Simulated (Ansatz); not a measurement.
# Al2H5NO: what the fields show

The calculation's input:

```
crystal:
  periodic: [false, false, false]
  atoms:
    - {symbol: Al, position_ang: [0.254170, -1.394101, 1.066233]}
    - {symbol: Al, position_ang: [0.100132, 0.798305, -0.527912]}
    - {symbol: N, position_ang: [1.278759, -0.604367, -0.100755]}
    - {symbol: O, position_ang: [-1.012735, -0.150083, 0.808698]}
    - {symbol: H, position_ang: [0.073208, -2.584934, 2.077582]}
    - {symbol: H, position_ang: [-1.892347, 0.046613, 1.142574]}
    - {symbol: H, position_ang: [2.204285, -0.791099, -0.466216]}
    - {symbol: H, position_ang: [0.410965, 2.246506, 0.078033]}
    - {symbol: H, position_ang: [-0.684757, 0.717091, -1.920167]}
basis:
  gaussian:
    orbitals: def2-TZVPD
hamiltonian:
  xc: {name: PBE0}
output:
  forces: true
  orbitals: {seedname: orbitals}
```

Launched as:

```sh
ansatz run input.yaml --threads 1 --pin off --max-ram 2610MiB --events-out events.jsonl --progress --plain --runs-dir runs
```

Geometry: r2SCAN-D4/def2-SVP.

These are results of Ansatz, isolated molecule in a Gaussian basis; Kohn-Sham density functional theory, functional PBE0, not measurements.

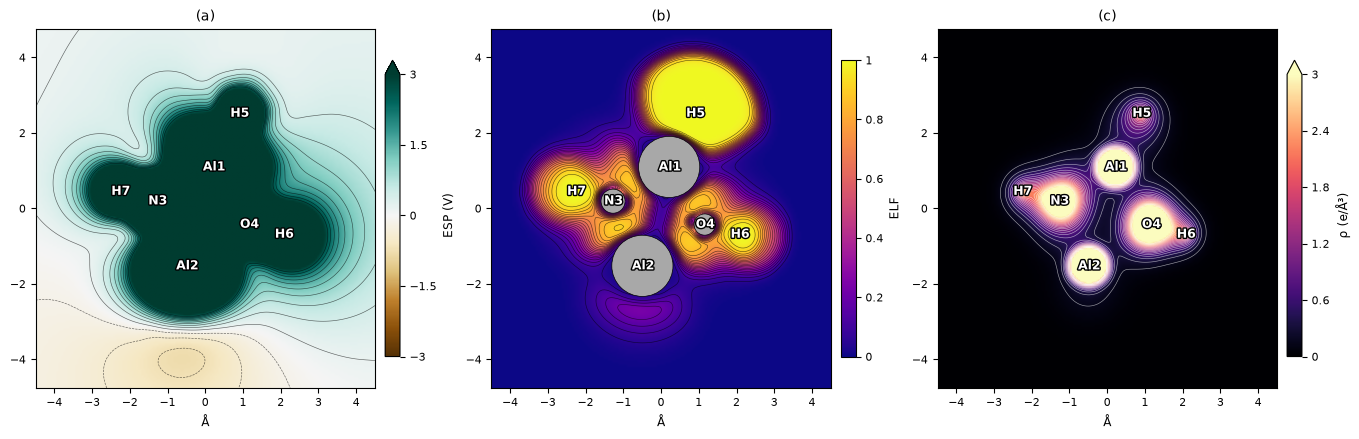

Figure 1. (a) electrostatic potential; (b) electron localisation function; (c) total electron density on the plane of atoms Al1, O4 and Al2. Grey discs cover the atomic cores in the ELF map.

**What does the map show?**

Atoms in the plane: Al, N, O and H. Al–N (1.74 Å): the density is about 0.9 e/Å³ at the midpoint; the ELF peaks at about 0.85 in the valence shell of N, 0.7 Å from its nucleus, and is about 0.60 at the midpoint. Al–O (1.79 Å): ρ at the midpoint is about 0.69 e/Å³; the ELF peaks at about 0.90 in the valence shell of O, 0.6 Å from its nucleus, and is about 0.45 at the midpoint. O–H (0.96 Å): ρ at the midpoint is about 3.8 e/Å³; the ELF climbs to about 1 towards the hydrogen, as it does in any bond to H (a covalent bond by its length). Al–N (1.88 Å): the density is about 0.69 e/Å³ at the midpoint; the ELF peaks at about 0.90 in the valence shell of N, 0.7 Å from its nucleus, and is about 0.70 at the midpoint. Al–O (1.98 Å): ρ at the midpoint is about 0.45 e/Å³; the ELF peaks at about 0.90 in the valence shell of O, 0.6 Å from its nucleus, and is about 0.50 at the midpoint. Outside the dense part of the molecule the potential is most negative (−0.8 V) near H9, which lies off the plane.

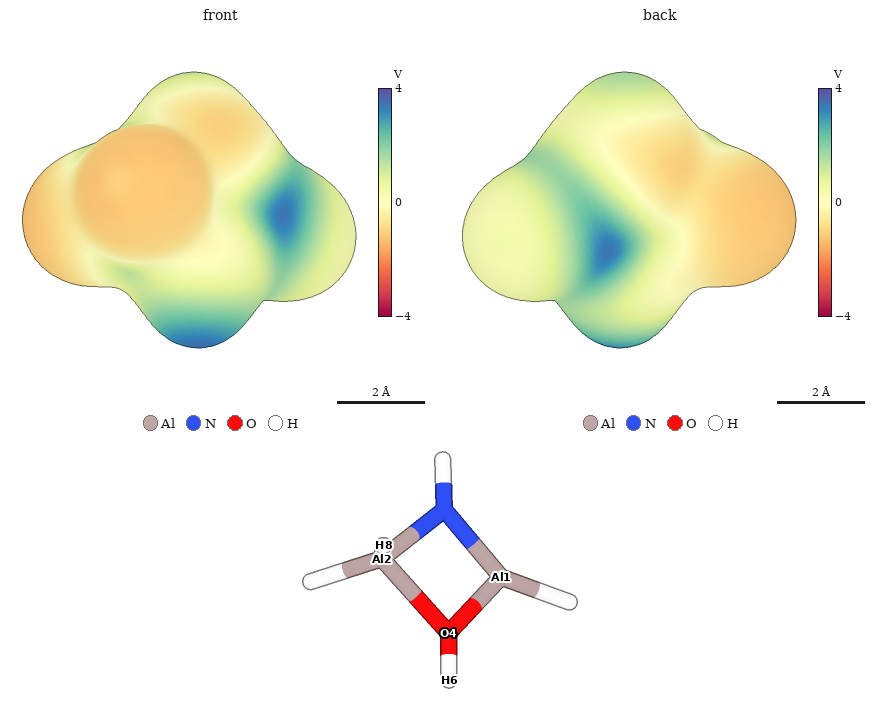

Figure 2. The molecular electrostatic potential painted on the density surface at 0.002 e/bohr³, seen from the front and from behind; red is negative and blue positive. The bare structure is drawn below in the same view.

**Where is the surface potential most negative and most positive?**

The most negative region (about −1.2 V, or −28 kcal/mol for a unit charge) lies over H8 and H9, the most positive (about +3.4 V, or +78 kcal/mol for a unit charge) over Al1 and H6.

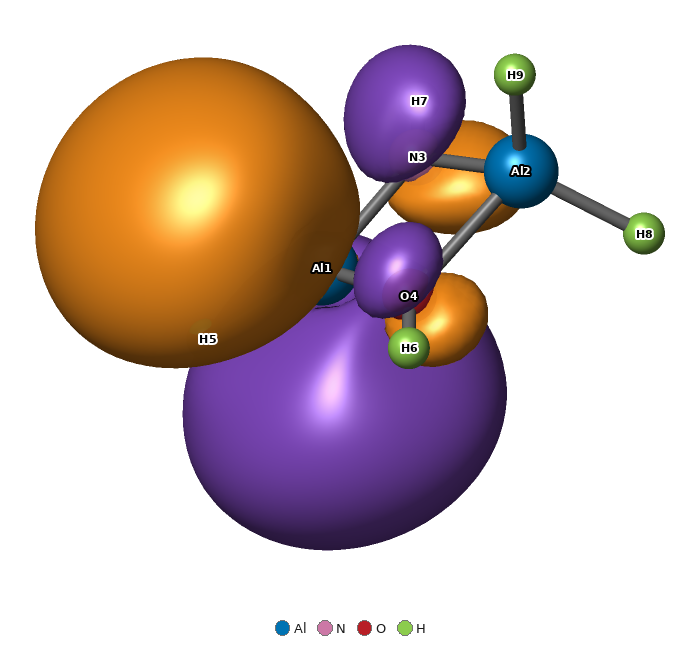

Figure 3. One frontier orbital at ±0.06 Å⁻³ᐟ² (orange and purple are the two phases), seen at an oblique angle.

**Which orbital is it: HOMO or LUMO?**

The LUMO, at −0.77 eV. It lies mainly on Al1 (about 75 %), H5 (about 10 %) and N3 (about 5 %).
